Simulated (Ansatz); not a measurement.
## Electronic structure of BrH₃NOSi (SMILES N[Si](O)Br) (doublet) in real space

Input file:

```
crystal:
  periodic: [false, false, false]
  atoms:
    - symbol: Br
      position_ang: [0.247341, 1.315470, -1.705564]
    - symbol: N
      position_ang: [-2.802069, 0.776916, -0.744894]
    - symbol: O
      position_ang: [-2.095134, -0.788535, -2.780575]
    - symbol: Si
      position_ang: [-1.486753, -0.137938, -1.367240]
    - symbol: H
      position_ang: [-3.754469, 0.433127, -0.831829]
    - symbol: H
      position_ang: [-2.681269, 1.412397, 0.036760]
    - symbol: H
      position_ang: [-1.537839, -1.451035, -3.208160]
basis:
  gaussian: {orbitals: def2-TZVPD}
magnetization: {spin_polarized: true, initial_magnetization: 1}
hamiltonian: {xc: {name: PBE0}}
output: {forces: true, orbitals: {seedname: orbitals}}
```

Command:

```sh
ansatz run input.yaml --threads 2 --pin off --max-ram 4350MiB --events-out events.jsonl --progress --plain --runs-dir runs
```

Geometry: B3LYP-D3(BJ)/def2-SVP.

Theory: Ansatz 0.2.0, isolated molecule in a Gaussian basis; Kohn-Sham density functional theory, functional PBE0.

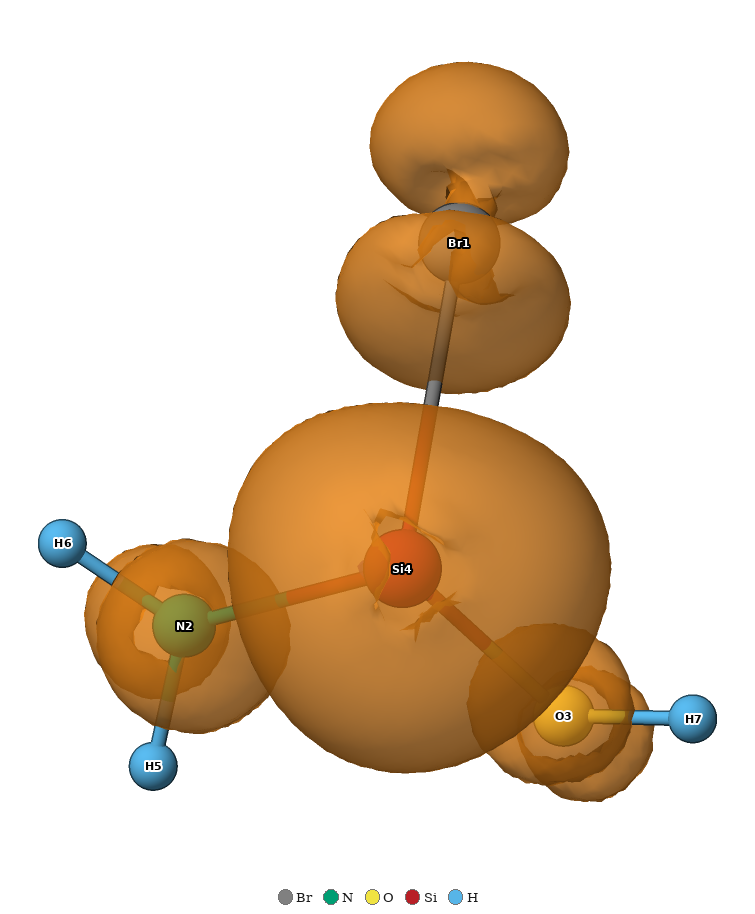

Figure 1. Isosurfaces of the spin density (α minus β) at +0.02 (orange) and −0.02 e/Å³ (purple), seen across its widest extent.

**Describe the spin distribution.**

The unpaired spin (1 electron) lies mostly on Si4 (about 0.6), Br1 (about 0.2), N2 (about 0.1) and O3 (about 0.1), in electrons by Hirshfeld's partition.

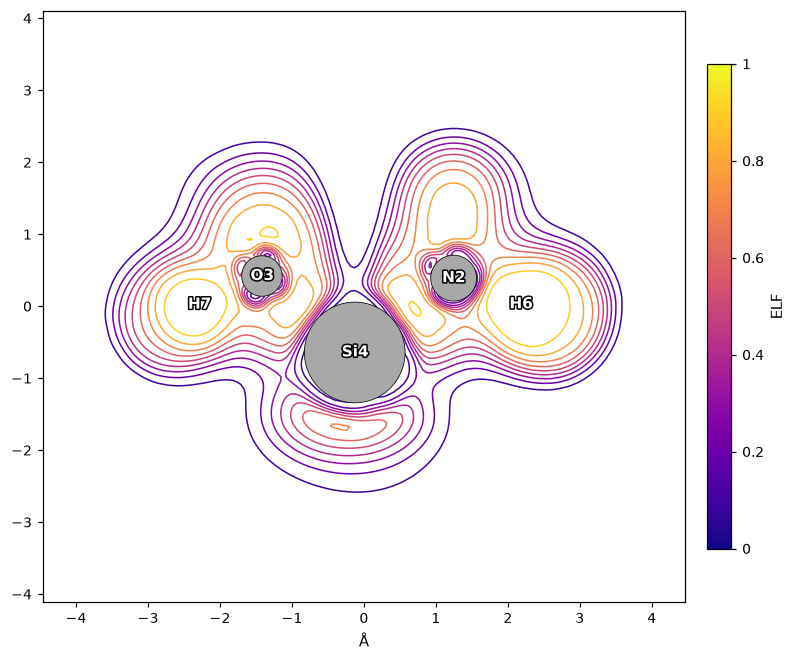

Figure 2. ELF on the plane of atoms N2, Si4 and O3. Grey discs cover the atomic cores.

**Describe what can be read from this map.**

The plane passes through N, O, Si and H nuclei. Si–O (1.67 Å): the ELF peaks at about 0.85 between the atoms, as expected for a polar covalent bond. Si–N (1.72 Å): the ELF peaks at about 0.90 between the atoms (a polar covalent bond). O–H (0.97 Å): the ELF climbs to about 1 towards the hydrogen, as it does in any bond to H: an ordinary covalent bond to hydrogen. N–H (1.01 Å): the ELF climbs to about 1 towards the hydrogen (an ordinary covalent bond to hydrogen). The ELF also peaks beside O3, away from the bonds: non-bonding electrons, paired or unpaired.

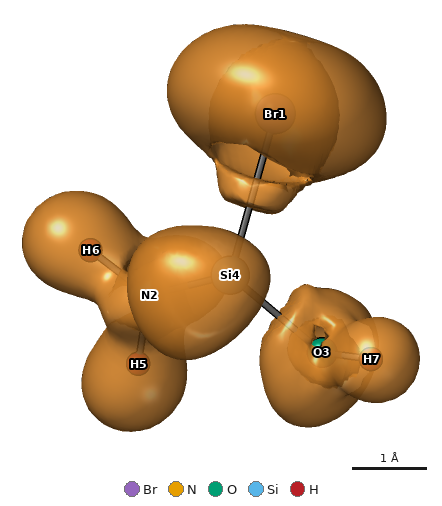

Figure 3. Isosurface of the ELF at 0.75 (orange), seen at a tilt. Only the valence region is drawn (cores and ρ < 0.01 e/Å³ removed).

**Describe the localisation domains.**

The ELF exceeds this value in one region on Br in which the atom's valence shell and bonds are merged, one lobe on Si, pointing away from the bonds (non-bonding electrons), one joined region spread over several atoms (H, N), in which their bonds and any lone pairs are merged and one joined region spread over several atoms (H, O), in which their bonds and any lone pairs are merged.
